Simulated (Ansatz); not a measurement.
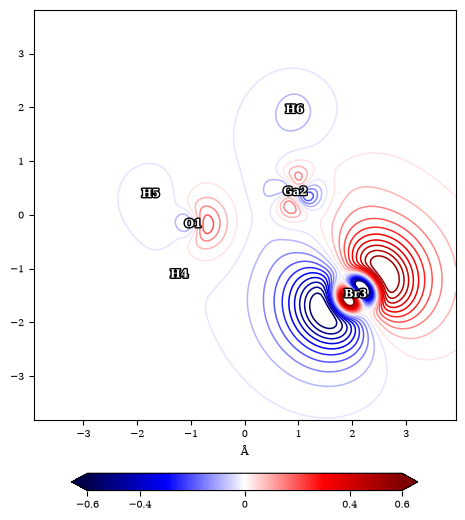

BrGaH3O (SMILES [OH2+][GaH][Br]) (charge +1). The HOMO on the molecular plane (values in Å⁻³ᐟ²; the overall sign is arbitrary).

All numbers below come from RKS r2SCAN-D4/def2-mTZVP (Ansatz).

The calculation's input:

```
crystal:
  periodic: [false, false, false]
  atoms:
    - { symbol: O, position_ang: [-0.54709, 0.11677, -0.8195] }
    - { symbol: Ga, position_ang: [0.73839, 0.10395, 0.85408] }
    - { symbol: Br, position_ang: [0.04229, -1.74432, 1.95115] }
    - { symbol: H, position_ang: [-1.22671, -0.56406, -0.9805] }
    - { symbol: H, position_ang: [-0.57458, 0.73466, -1.57079] }
    - { symbol: H, position_ang: [1.5677, 1.35299, 0.56556] }
total_charge: 1
basis:
  gaussian: { orbitals: def2-mTZVP }
hamiltonian:
  xc: r2scan
  dispersion: d4
relax:
  f_tol: 0.015
  max_steps: 40
output:
  orbitals: {}
```

Run with:

```sh
ansatz run input.yaml --threads 2 --pin off --max-ram 3072MiB --backend cpu --events-out ev --progress --plain --runs-dir out
```

The fields are those of the relaxed geometry.

Question: Where does this orbital lie, and at what energy?

Answer: Its weight (Hirshfeld) is mainly on Br3 (about 90 %) and Ga2 (about 10 %); it is symmetric in the molecular plane (an in-plane orbital: σ, lone-pair or in-plane π type); largely a lone pair of Br3. Its energy is −12.72 eV.
